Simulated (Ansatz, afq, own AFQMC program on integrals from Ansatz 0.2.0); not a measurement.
# The zirconium atom (quintet): quantum Monte Carlo beside coupled cluster, def2-TZVP

Aim: compute the zirconium atom (quintet) with auxiliary-field quantum Monte Carlo on the same integrals as coupled cluster, and set the energies side by side.

The runs use Ansatz 0.2.0, Gaussian basis, and an in-house AFQMC program (afq) on its integrals; all values are calculated; def2-TZVP, frozen cores.

Plan: Full CI; PBE (unrestricted); r2SCAN (unrestricted); PBE0 (unrestricted); B3LYP (unrestricted); wB97M-V (unrestricted); B2PLYP (unrestricted); CCSD(T) on UHF; CCSDT(Q) on UHF; Phaseless AFQMC, single-determinant trial on UHF; Free-projection AFQMC, single-determinant trial on UHF.

7 further runs of the same task are left out: 7 that didn't finish.

**1. The atom**

A free atom, in its lowest state of this spin that the program finds. No spin-orbit coupling is included. Elements past krypton take def2 core potentials.

1 atom, charge 0, spin multiplicity 5.

**2. Full CI**

Contents of in.yaml:

```yaml
crystal:
  periodic: [false, false, false]
  atoms:
    - {symbol: Zr, position_ang: [0.000000, 0.000000, 0.000000]}
basis:
  gaussian: {orbitals: def2-TZVP}
magnetization: {spin_polarized: false, initial_magnetization: 4}
correlation: {method: fci, electrons: outside_noble_gas}
```

Run with:

```console
$ ansatz run in.yaml --threads 1 --pin off --events-out ev --progress --plain --max-ram 1382MiB
```

What it wrote, shortened:

```text
Functional definition: HF
  name "HF"
  cite "Fock, Z. Phys. 61, 126 (1930) doi:10.1007/BF01340294"
  parent pbe
[...]
358 factors; integrals over basis functions are off by at most 2.7e-8 eV
[...]
mean field -1263.66171844 eV, -46.4387116120 hartree, gradient 7.9e-6 eV, S^2 6.000000; 24 other end points of the search recorded, 0 dependent functions left out
[...]
determinant -1263.66171844 eV, -46.4387116120 hartree, with singles and doubles -1264.43377613 eV, -46.4670842087 hartree
determinant -1263.47008715 eV, -46.4316692918 hartree, with singles and doubles -1264.34684427 eV, -46.4638895217 hartree
determinant -1262.88089013 eV, -46.4100167010 hartree, with singles and doubles -1263.97830078 eV, -46.4503457984 hartree
determinant -1262.81709404 eV, -46.4076722377 hartree, with singles and doubles -1263.32722098 eV, -46.4264190570 hartree
determinant -1263.66171844 eV, -46.4387116120 hartree, with singles and doubles -1264.43567538 eV, -46.4671540050 hartree
determinant -1263.47008715 eV, -46.4316692918 hartree, with singles and doubles -1264.35206300 eV, -46.4640813068 hartree
determinant -1262.88089013 eV, -46.4100167010 hartree, with singles and doubles -1264.06827249 eV, -46.4536521977 hartree
determinant -1262.81709404 eV, -46.4076722377 hartree, with singles and doubles -1263.35129262 eV, -46.4273036736 hartree
4 core orbitals not correlated: weight in the atoms' cores, before any rotation towards them, 1.000 or more for the frozen orbitals, at most 0.000 for the correlated occupied ones
reference -1263.66171844 eV, -46.4387116120 hartree; 4, 0 occupied and 32, 36 virtual orbitals, 358 factors
state -1264.45077644 eV, -46.4677089588 hartree
Total energy: -1264.45077644 eV, -46.4677089588 hartree
```

Wall time 4 s (1 thread of Arm Neoverse V1, shared host).

From the report: 7,392 determinants, symmetry B2g.

**3. PBE (unrestricted)**

Contents of in.yaml:

```yaml
crystal:
  periodic: [false, false, false]
  atoms:
    - {symbol: Zr, position_ang: [0.000000, 0.000000, 0.000000]}
basis:
  gaussian: {orbitals: def2-TZVP}
magnetization: {spin_polarized: true, initial_magnetization: 4}
hamiltonian: {xc: {name: PBE}}
output: {orbitals: {seedname: orbitals}}
```

Launched as before.

What it wrote, shortened:

```text
Functional definition: PBE
  name "PBE"
  cite "Perdew, Burke & Ernzerhof, Phys. Rev. Lett. 77, 3865 (1996) doi:10.1103/PhysRevLett.77.3865"
  parent pbe
[...]
325 factors; their error is unknown
[...]
mean field -1276.20334783 eV, -46.8996079911 hartree, gradient 2.2e-6 eV, S^2 6.000728; 13 other end points of the search recorded, 0 dependent functions left out
reference -1276.20338221 eV, -46.8996092544 hartree; 8, 4 occupied and 32, 36 virtual orbitals, 325 factors
Total energy: -1276.20338221 eV, -46.8996092544 hartree
```

Wall time 8.5 s (1 thread of Arm Neoverse V1, shared host).

From the report: ⟨S²⟩ of the determinant 6.001 (pure quintet: 6.00).

**4. r2SCAN (unrestricted)**

Changes to in.yaml since step 3:

```diff
@@ -7,3 +7,2 @@
 magnetization: {spin_polarized: true, initial_magnetization: 4}
-hamiltonian: {xc: {name: PBE}}
-output: {orbitals: {seedname: orbitals}}
+hamiltonian: {xc: {name: r2SCAN}}
```

Same command.

What it wrote, shortened:

```text
Functional definition: r2SCAN
  name "r2SCAN"
  cite "Furness, Kaplan, Ning, Perdew & Sun, J. Phys. Chem. Lett. 11, 8208 (2020) doi:10.1021/acs.jpclett.0c02405"
  cite "Furness, Kaplan, Ning, Perdew & Sun, J. Phys. Chem. Lett. 11, 9248 (2020) doi:10.1021/acs.jpclett.0c03077"
  parent r2scan
[...]
325 factors; their error is unknown
[...]
mean field -1276.75772747 eV, -46.9199810672 hartree, gradient 1.4e-5 eV, S^2 6.001956; 9 other end points of the search recorded, 0 dependent functions left out
reference -1276.75774535 eV, -46.9199817243 hartree; 8, 4 occupied and 32, 36 virtual orbitals, 325 factors
Total energy: -1276.75774535 eV, -46.9199817243 hartree
```

Run time: 15 s. Hardware: 1 thread of Arm Neoverse V1, shared host.

From the report: ⟨S²⟩ of the determinant 6.002 (pure quintet: 6.00).

**5. PBE0 (unrestricted)**

Changes to in.yaml since step 4:

```diff
@@ -7,2 +7,3 @@
 magnetization: {spin_polarized: true, initial_magnetization: 4}
-hamiltonian: {xc: {name: r2SCAN}}
+hamiltonian: {xc: {name: PBE0}}
+output: {orbitals: {seedname: orbitals}}
```

Same command.

What it wrote:

```text
Functional definition: PBE0
  name "PBE0"
  cite "Adamo & Barone, J. Chem. Phys. 110, 6158 (1999) doi:10.1063/1.478522"
  cite "Perdew, Burke & Ernzerhof, Phys. Rev. Lett. 77, 3865 (1996) doi:10.1103/PhysRevLett.77.3865"
  parent pbe
  parameter a = 0.25
  parameter kappa = 0.804
  parameter beta = 0.06672455060314922
  exchange = (1 - a)*pbe_x(kappa = kappa, mu = beta*pi^2/3) + a*exact_x
  correlation = pbe_c(beta = beta)
375 factors; their error is unknown
mean field evaluation 1: about -1274.7584 eV, gradient 1.2e1 eV
mean field evaluation 2: about -1275.0768 eV, gradient 9.9e0 eV
mean field evaluation 4: about -1275.6543 eV, gradient 4.7e-1 eV
mean field evaluation 8: about -1275.7278 eV, gradient 8.2e-2 eV
mean field evaluation 16: about -1275.7280 eV, gradient 5.6e-5 eV
mean field evaluation 32: about -1275.7077 eV, gradient 7.8e-1 eV
mean field -1275.72797898 eV, -46.8821385079 hartree, gradient 1.5e-5 eV, S^2 6.001372; 6 other end points of the search recorded, 0 dependent functions left out
reference -1275.72800442 eV, -46.8821394431 hartree; 8, 4 occupied and 32, 36 virtual orbitals, 375 factors
Total energy: -1275.72800442 eV, -46.8821394431 hartree
```

It took 1.7 s on 1 thread of Arm Neoverse V1, shared host.

From the report: ⟨S²⟩ of the determinant 6.001 (pure quintet: 6.00).

**6. B3LYP (unrestricted)**

Changes to in.yaml since step 5:

```diff
@@ -7,3 +7,2 @@
 magnetization: {spin_polarized: true, initial_magnetization: 4}
-hamiltonian: {xc: {name: PBE0}}
-output: {orbitals: {seedname: orbitals}}
+hamiltonian: {xc: {name: B3LYP}}
```

Launched as before.

What it wrote, shortened:

```text
Functional definition: B3LYP
  name "B3LYP"
  cite "Stephens, Devlin, Chabalowski & Frisch, J. Phys. Chem. 98, 11623 (1994) doi:10.1021/j100096a001"
  cite "Becke, Phys. Rev. A 38, 3098 (1988) doi:10.1103/PhysRevA.38.3098"
  cite "Lee, Yang & Parr, Phys. Rev. B 37, 785 (1988) doi:10.1103/PhysRevB.37.785"
  cite "Vosko, Wilk & Nusair, Can. J. Phys. 58, 1200 (1980) doi:10.1139/p80-159"
[...]
346 factors; their error is unknown
[...]
mean field -1276.35000623 eV, -46.9049975879 hartree, gradient 2.9e-5 eV, S^2 6.000745; 6 other end points of the search recorded, 0 dependent functions left out
reference -1276.35017265 eV, -46.9050037036 hartree; 8, 4 occupied and 32, 36 virtual orbitals, 346 factors
Total energy: -1276.35017265 eV, -46.9050037036 hartree
```

Wall time 1.8 s (1 thread of Arm Neoverse V1, shared host).

From the report: ⟨S²⟩ of the determinant 6.001 (pure quintet: 6.00).

**7. wB97M-V (unrestricted)**

Changes to in.yaml since step 6:

```diff
@@ -7,2 +7,3 @@
 magnetization: {spin_polarized: true, initial_magnetization: 4}
-hamiltonian: {xc: {name: B3LYP}}
+hamiltonian: {xc: {name: wB97M-V}}
+output: {orbitals: {seedname: orbitals}}
```

The command is unchanged.

What it wrote, shortened:

```text
Functional definition: wB97M-V
  name "wB97M-V"
  cite "Mardirossian & Head-Gordon, J. Chem. Phys. 144, 214110 (2016) doi:10.1063/1.4952647"
  cite "Becke, J. Chem. Phys. 107, 8554 (1997) doi:10.1063/1.475007"
  cite "Vydrov & Van Voorhis, J. Chem. Phys. 133, 244103 (2010) doi:10.1063/1.3521275"
  # Of w^i u^j: cxij and so on, Table III.
[...]
  gx(w, u) = 1 - cx + cx01*u + cx10*w
  gss(w, u) = css00 + css04*u^4 + css10*w + css20*w^2 + css43*w^4*u^3
  gos(w, u) = cos00 + cos10*w + (cos20 + cos21*u)*w^2 + (cos60 + cos61*u)*w^6
[...]
      + integral(e_c_pw_mod_opposite_spin*gos(b97_w_opposite, b97_u_opposite)) + vv10(b, c)
343 factors; their error is unknown
77 factors; integrals over basis functions are off by at most 2.0e-4 eV
[...]
mean field -1273.48657957 eV, -46.7997685989 hartree, gradient 1.3e-5 eV, S^2 6.001643; 8 other end points of the search recorded, 0 dependent functions left out
reference -1273.48660978 eV, -46.7997697093 hartree; 8, 4 occupied and 32, 36 virtual orbitals, 343 factors
Total energy: -1273.48660978 eV, -46.7997697093 hartree
```

It took 20 s on 1 thread of Arm Neoverse V1, shared host.

From the report: ⟨S²⟩ of the determinant 6.002 (pure quintet: 6.00).

**8. B2PLYP (unrestricted)**

Changes to in.yaml since step 7:

```diff
@@ -7,3 +7,3 @@
 magnetization: {spin_polarized: true, initial_magnetization: 4}
-hamiltonian: {xc: {name: wB97M-V}}
-output: {orbitals: {seedname: orbitals}}
+hamiltonian: {xc: {name: B2PLYP}}
+correlation: {electrons: outside_noble_gas}
```

Launched as before.

What it wrote, shortened:

```text
Functional definition: B2PLYP
  name "B2PLYP"
  cite "Grimme, J. Chem. Phys. 124, 034108 (2006) doi:10.1063/1.2148954"
  cite "Becke, Phys. Rev. A 38, 3098 (1988) doi:10.1103/PhysRevA.38.3098"
  cite "Lee, Yang & Parr, Phys. Rev. B 37, 785 (1988) doi:10.1103/PhysRevB.37.785"
[...]
242 factors; integrals over basis functions are off by at most 2.4e-4 eV
[...]
mean field -1271.24323507 eV, -46.7173272094 hartree, gradient 3.4e-6 eV, S^2 6.001903; 8 other end points of the search recorded, 0 dependent functions left out
4 core orbitals not correlated: weight in the atoms' cores, before any rotation towards them, 0.999 or more for the frozen orbitals, at most 0.000 for the correlated occupied ones
reference -1271.24334018 eV, -46.7173310719 hartree; 4, 0 occupied and 32, 36 virtual orbitals, 242 factors
second order -0.73312093 eV of doubles, -0.00000000 eV of singles
Total energy: -1271.44128283 eV, -46.7246053302 hartree
```

Wall time 3.5 s (1 thread of Arm Neoverse V1, shared host).

From the report: ⟨S²⟩ of the determinant 6.002 (pure quintet: 6.00).

**9. CCSD(T) on UHF**

Contents of in.yaml:

```yaml
crystal:
  periodic: [false, false, false]
  atoms:
    - {symbol: Zr, position_ang: [0.000000, 0.000000, 0.000000]}
basis:
  gaussian: {orbitals: def2-TZVP}
magnetization: {spin_polarized: true, initial_magnetization: 4}
correlation: {method: ccsd_t, electrons: outside_noble_gas, hamiltonian_folder: ham}
```

Same command.

What it wrote, shortened:

```text
Functional definition: HF
  name "HF"
  cite "Fock, Z. Phys. 61, 126 (1930) doi:10.1007/BF01340294"
  parent pbe
[...]
242 factors; integrals over basis functions are off by at most 2.4e-4 eV
[...]
mean field -1263.78198696 eV, -46.4431313985 hartree, gradient 2.7e-6 eV, S^2 6.005290; 30 other end points of the search recorded, 0 dependent functions left out
determinant -1263.78198696 eV, -46.4431313985 hartree, with singles and doubles -1264.54800939 eV, -46.4712822036 hartree
determinant -1263.58171657 eV, -46.4357715973 hartree, with singles and doubles -1264.44511236 eV, -46.4675008077 hartree
determinant -1262.92146274 eV, -46.4115077168 hartree, with singles and doubles -1263.43515971 eV, -46.4303857322 hartree
determinant -1262.91393835 eV, -46.4112312007 hartree, with singles and doubles -1263.43600035 eV, -46.4304166250 hartree
[...]
determinant -1261.07099051 eV, -46.3435041166 hartree, with singles and doubles -1261.77863375 eV, -46.3695095260 hartree
determinant -1261.01410706 eV, -46.3414136883 hartree, with singles and doubles -1261.71390641 eV, -46.3671308400 hartree
determinant -1263.78198696 eV, -46.4431313985 hartree, with singles and doubles -1264.54761068 eV, -46.4712675515 hartree
determinant -1263.58171657 eV, -46.4357715973 hartree, with singles and doubles -1264.44851275 eV, -46.4676257695 hartree
4 core orbitals not correlated: weight in the atoms' cores, before any rotation towards them, 0.999 or more for the frozen orbitals, at most 0.000 for the correlated occupied ones
reference -1263.78198696 eV, -46.4431313985 hartree; 4, 0 occupied and 32, 36 virtual orbitals, 242 factors
second order -0.58867609 eV of doubles, -0.00000000 eV of singles
cycle   1  -0.76562313 eV  change    6.0e-7 eV  update   7.2e-6
[...]
cycle   5  -0.76562244 eV  change   -6.6e-7 eV  update   4.6e-6
perturbative correction -0.00937601 eV, -0.0003445619 hartree
Total energy: -1264.55698541 eV, -46.4716120663 hartree
```

Wall time 4.1 s (1 thread of Arm Neoverse V1, shared host).

From the report: ⟨S²⟩ of the determinant 6.005 (pure quintet: 6.00); correlation -0.7750 eV; T1 0.007; largest double amplitude 0.03.

This run also writes the integrals to the folder ham.

**10. CCSDT(Q) on UHF**

Contents of in.yaml:

```yaml
crystal:
  periodic: [false, false, false]
  atoms:
    - {symbol: Zr, position_ang: [0.000000, 0.000000, 0.000000]}
basis:
  gaussian: {orbitals: def2-TZVP}
magnetization: {spin_polarized: true, initial_magnetization: 4}
correlation: {method: ccsdt_q, electrons: outside_noble_gas}
```

The command is unchanged.

What it wrote, shortened:

```text
Functional definition: HF
  name "HF"
  cite "Fock, Z. Phys. 61, 126 (1930) doi:10.1007/BF01340294"
  parent pbe
[...]
358 factors; integrals over basis functions are off by at most 2.7e-8 eV
[...]
mean field -1263.78198829 eV, -46.4431314476 hartree, gradient 2.6e-6 eV, S^2 6.005290; 35 other end points of the search recorded, 0 dependent functions left out
determinant -1263.78198829 eV, -46.4431314476 hartree, with singles and doubles -1264.54851717 eV, -46.4713008641 hartree
determinant -1263.58171784 eV, -46.4357716442 hartree, with singles and doubles -1264.44574288 eV, -46.4675239789 hartree
determinant -1262.96078462 eV, -46.4129527694 hartree, with singles and doubles -1264.02414991 eV, -46.4520307229 hartree
determinant -1262.92146624 eV, -46.4115078455 hartree, with singles and doubles -1263.43850589 eV, -46.4305087022 hartree
[...]
determinant -1261.28434426 eV, -46.3513447224 hartree, with singles and doubles -1262.32143396 eV, -46.3894570658 hartree
determinant -1261.27511156 eV, -46.3510054269 hartree, with singles and doubles -1261.88200489 eV, -46.3733083453 hartree
determinant -1261.25868599 eV, -46.3504017985 hartree, with singles and doubles -1261.90227701 eV, -46.3740533319 hartree
determinant -1261.05996437 eV, -46.3430989135 hartree, with singles and doubles -1261.79764147 eV, -46.3702080468 hartree
4 core orbitals not correlated: weight in the atoms' cores, before any rotation towards them, 0.999 or more for the frozen orbitals, at most 0.000 for the correlated occupied ones
reference -1263.78198829 eV, -46.4431314476 hartree; 4, 0 occupied and 32, 36 virtual orbitals, 358 factors
second order -0.58867704 eV of doubles, -0.00000000 eV of singles
cycle   1  -0.71574166 eV  change   -1.3e-1 eV  update   3.2e-2
[...]
cycle  15  -0.77968710 eV  change   -3.6e-9 eV  update   3.6e-7
perturbative correction -0.00025524 eV, -0.0000093798 hartree
Total energy: -1264.56193063 eV, -46.4717937997 hartree
```

Run time: 7.5 s. Hardware: 1 thread of Arm Neoverse V1, shared host.

From the report: ⟨S²⟩ of the determinant 6.005 (pure quintet: 6.00); correlation -0.7799 eV; T1 0.007; largest double amplitude 0.04.

**11. Phaseless AFQMC, single-determinant trial on UHF**

It reads the integrals that the CCSD(T) run on this determinant wrote.

Run with:

```console
$ afq ham --method phaseless --trial hf --walkers 120 --populations 1 --least-time 40 --time-step 0.005 --steps-per-block 20 --equilibration-blocks 160 --max-blocks 600 --target-error 0.00072 --factor-cut 1e-05 --start spin_pure --seed 2151 --taylor-order 6
```

What it wrote:

```text
orbitals 36  electrons 4 0  factors 242 of 242
reference energy -46.44313140 Eh
CCSD correlation -0.02813610 Eh in 10 cycles, weight of the determinant in the CISD state 0.9743
energy of the start -46.443131 Eh
 block  time / (1/Eh)  mean weight  energy / Eh
     1     0.100  1.0009  -46.447258
     2     0.200  1.0003  -46.451228
     3     0.300  1.0001  -46.454141
     4     0.400  0.9999  -46.456473
     5     0.500  0.9996  -46.459496
     6     0.600  1.0003  -46.460376
     7     0.700  0.9999  -46.463891
     8     0.800  0.9997  -46.464521
     9     0.900  1.0007  -46.468006
    10     1.000  0.9999  -46.468903
    15     1.500  0.9995  -46.467169
    29     2.900  1.0000  -46.466264
    43     4.300  0.9995  -46.468493
    57     5.700  1.0002  -46.470742
    71     7.100  0.9998  -46.468879
    85     8.500  0.9991  -46.475633
    99     9.900  0.9998  -46.469577
   113    11.300  0.9975  -46.468532
   127    12.700  1.0009  -46.474904
   141    14.100  0.9983  -46.478649
   155    15.500  0.9988  -46.471809
   169    16.900  1.0004  -46.466692
   183    18.300  1.0006  -46.465819
   197    19.700  0.9998  -46.470387
   211    21.100  0.9998  -46.466538
   225    22.500  1.0007  -46.468390
   239    23.900  0.9996  -46.466440
   253    25.300  0.9996  -46.472456
   267    26.700  0.9997  -46.467031
   281    28.100  0.9970  -46.471811
   295    29.500  1.0005  -46.462397
   309    30.900  1.0012  -46.466357
   323    32.300  0.9984  -46.469547
   337    33.700  1.0004  -46.469591
   351    35.100  0.9987  -46.465200
   365    36.500  0.9999  -46.467616
   379    37.900  1.0004  -46.464486
   393    39.300  1.0003  -46.473761
   407    40.700  0.9990  -46.470018
   421    42.100  0.9993  -46.471542
   435    43.500  0.9998  -46.467795
   449    44.900  0.9949  -46.471522
   463    46.300  1.0015  -46.463886
   477    47.700  0.9997  -46.467189
   491    49.100  1.0003  -46.463122
   505    50.500  1.0012  -46.466726
   519    51.900  0.9999  -46.463018
   533    53.300  0.9993  -46.466699
   547    54.700  0.9989  -46.476531
blocks merged  error / Eh  count
     1  0.000177  400
     2  0.000233  200
     4  0.000300  100
     8  0.000372  50
    16  0.000440  25
    32  0.000497  12
energy -46.468098 +/- 0.000440 Eh
```

Wall time 1.7 min (1 thread of Arm Neoverse V1, shared host).

Energy -1264.4614 ± 0.0120 eV. Caveats: constraint bias not in the error.

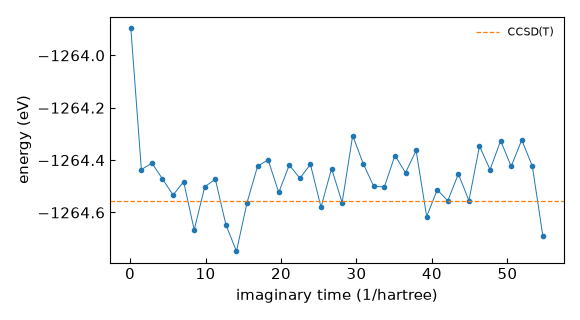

Block energies along the walk.

**12. Free-projection AFQMC, single-determinant trial on UHF (settings varied)**

It reads the integrals that the CCSD(T) run on this determinant wrote.

Run with:

```console
$ afq ham --method free --trial hf --walkers 20 --time-step 0.05 --max-blocks 60 --target-error 0.00048 --factor-cut 1e-05 --seed 8766 --times 0,0.5,1,2 --taylor-order 2
```

What it wrote:

```text
orbitals 36  electrons 4 0  factors 242 of 242
reference energy -46.44313140 Eh
CCSD correlation -0.02813610 Eh in 10 cycles, weight of the determinant in the CISD state 0.9743
Error: the cluster equations did not converge
```

Hardware: 1 thread of Arm Neoverse V1, shared host.

No energy. The run doesn't count as converged.

**13. All levels side by side**

The full CI on restricted orbitals is not used as the yardstick for these unrestricted rows.

On the UHF determinant, counted from CCSDT(Q) (a yardstick, not exact):

| level | energy (eV) | from CCSDT(Q) (meV) | statistical error (meV) | time |
| --- | --- | --- | --- | --- |
| HF | -1263.7820 | +779.9 |  |  |
| MP2 | -1264.3707 | +191.3 |  |  |
| CCSD | -1264.5476 | +14.3 |  |  |
| CCSD(T) | -1264.5570 | +4.9 |  |  |
| CCSDT(Q) | -1264.5619 | 0.0 |  |  |
| Phaseless AFQMC, single-determinant trial, step 0.005, 120 walkers | -1264.4614 | +100.6 | 12.0 | 1.7 min |

The functionals' totals stand on their own zeros and serve differences with other points: PBE -1276.203 eV; r2SCAN -1276.758 eV; PBE0 -1275.728 eV; B3LYP -1276.350 eV; wB97M-V -1273.487 eV; B2PLYP -1271.441 eV.

**14. Results**

| quantity | value |
| --- | --- |
| CCSD(T) on UHF from CCSDT(Q) | +4.9 meV |
| Phaseless AFQMC, single-determinant trial on UHF from CCSDT(Q) | +100.6 ± 12.0 meV |

Error bars are statistical and leave out the constraint, the time step and what remains of the start. Zr carries a core potential, and spin-orbit coupling is left out.
